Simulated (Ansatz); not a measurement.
# BHSCl (SMILES S[B]Cl): U-r2SCAN0/STO-3G

Aim: the energy change on altering one bond length of BHSCl at U-r2SCAN0/STO-3G, from 2 runs. 

The results are computed with Ansatz 0.2.0.

75 further runs of the same task are left out: 2 that didn't finish, 73 set aside as unsound or not needed.

## 1. Starting point

The species is BHSCl (4 atoms), meant as a doublet with charge 0. SMILES: `S[B]Cl`. Geometry: relaxed at PBE0-D4/def2-TZVP.

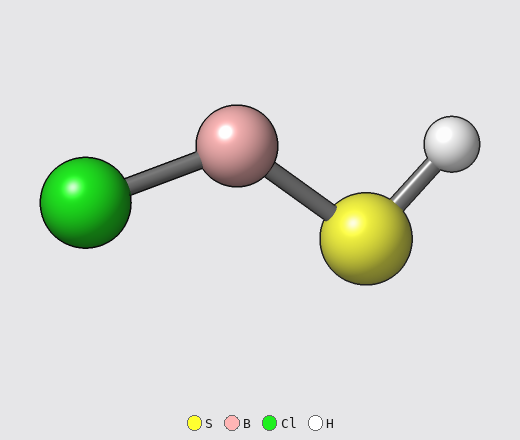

The structure, seen from a chosen angle (sulfur yellow, boron pink, chlorine green, hydrogen white).

## 2. A single-point energy at U-r2SCAN0/STO-3G

The input, input.yaml:

```yaml
crystal:
  periodic: [false, false, false]
  atoms:
    - {symbol: S, position_ang: [0.566400, -0.789100, 0.531400]}
    - {symbol: B, position_ang: [-0.299600, 0.475700, -0.345800]}
    - {symbol: Cl, position_ang: [-2.014100, 0.616000, -0.427300]}
    - {symbol: H, position_ang: [1.802900, -0.362900, 0.221400]}
basis:
  gaussian: {orbitals: STO-3G}
magnetization: {spin_polarized: true, initial_magnetization: 1}
hamiltonian: {xc: {name: r2SCAN0}}
accuracy: high
```

Command:

```bash
$ ansatz run input.yaml --threads 1 --pin off --max-ram 2610MiB --events-out events.jsonl --progress --plain --runs-dir runs
```

The log of the run:

```text
Warning: RAYON_NUM_THREADS=1 ignored (pool sized by the plan → 1); use --threads N
Functional definition: r2SCAN0
  name "r2SCAN0"
  parameter a = 0.25
  parameter k0 = 0.174
  parameter k1 = 0.065
  parameter a1 = 4.9479
  exchange = (1 - a)*r2scan_x(k0 = k0, k1 = k1, a1 = a1) + a*exact_x
  correlation = r2scan_c
427 factors; integrals over basis functions are off by at most 1.9e-8 eV
mean field evaluation 1: about -23784.1679 eV, gradient 7.3e0 eV
mean field evaluation 2: about -23784.6326 eV, gradient 5.3e0 eV
mean field evaluation 4: about -23784.8755 eV, gradient 6.0e-1 eV
mean field evaluation 8: about -23784.8700 eV, gradient 1.4e-2 eV
mean field evaluation 16: about -23784.8700 eV, gradient 4.1e-6 eV
mean field -23784.87000178 eV, -874.0778506014 hartree, gradient 4.2e-8 eV, S^2 0.757526; 0 other end points of the search recorded, 0 dependent functions left out
reference -23784.87000226 eV, -874.0778506193 hartree; 20, 19 occupied and 4, 5 virtual orbitals, 427 factors
Total energy: -23784.87000226 eV, -874.0778506193 hartree
```

It took 6.3 s on 1 thread of Arm Neoverse V1, shared host; peak memory 0.23 GiB.

## 3. The distorted shape at the same level

The input, run.yaml:

```yaml
basis:
  gaussian: {orbitals: STO-3G}
crystal:
  periodic: [false, false, false]
  atoms:
    - {symbol: S, position_ang: [0.782880, -1.105271, 0.750680]}
    - {symbol: B, position_ang: [-0.299600, 0.475700, -0.345800]}
    - {symbol: Cl, position_ang: [-2.014100, 0.616000, -0.427300]}
    - {symbol: H, position_ang: [2.019380, -0.679071, 0.440680]}
total_charge: 0
magnetization: {spin_polarized: true, initial_magnetization: 1}
hamiltonian: {xc: {name: r2SCAN0}}
accuracy: high
```

Command:

```bash
$ ansatz run run.yaml --threads 1 --pin off --max-ram 2610MiB --events-out events.jsonl --progress --plain --runs-dir runs
```

The log of the run:

```text
Warning: RAYON_NUM_THREADS=1 ignored (pool sized by the plan → 1); use --threads N
Functional definition: r2SCAN0
  name "r2SCAN0"
  parameter a = 0.25
  parameter k0 = 0.174
  parameter k1 = 0.065
  parameter a1 = 4.9479
  exchange = (1 - a)*r2scan_x(k0 = k0, k1 = k1, a1 = a1) + a*exact_x
  correlation = r2scan_c
415 factors; integrals over basis functions are off by at most 1.9e-8 eV
mean field evaluation 1: about -23781.8722 eV, gradient 1.0e1 eV
mean field evaluation 2: about -23780.5966 eV, gradient 1.7e1 eV
mean field evaluation 4: about -23783.0470 eV, gradient 7.3e-1 eV
mean field evaluation 8: about -23783.0350 eV, gradient 4.1e-2 eV
mean field evaluation 16: about -23783.0351 eV, gradient 1.2e-5 eV
mean field -23783.03513672 eV, -874.0104205543 hartree, gradient 6.0e-8 eV, S^2 0.759630; 0 other end points of the search recorded, 0 dependent functions left out
reference -23783.03513723 eV, -874.0104205729 hartree; 20, 19 occupied and 4, 5 virtual orbitals, 415 factors
Total energy: -23783.03513723 eV, -874.0104205729 hartree
```

It took 6 s on 1 thread of Arm Neoverse V1, shared host; peak memory 0.23 GiB.

## 4. Outcome

Level: U-r2SCAN0/STO-3G.

| quantity | value |
| --- | --- |
| first shape: total energy | -874.07785 Eh |
| first shape: ⟨S²⟩ | 0.758 |
| distorted shape: total energy | -874.01042 Eh |
| distorted shape: ⟨S²⟩ | 0.760 |
| energy change with the S1–B2 bond stretched from 1.766 to 2.208 Å | 1.835 eV |

In words: With the S1–B2 bond stretched from 1.766 to 2.208 Å the energy rises by 1.83 eV (42 kcal/mol). The first shape isn't relaxed at this level, so the change isn't measured from a minimum. The minimal basis adds a large error of its own.
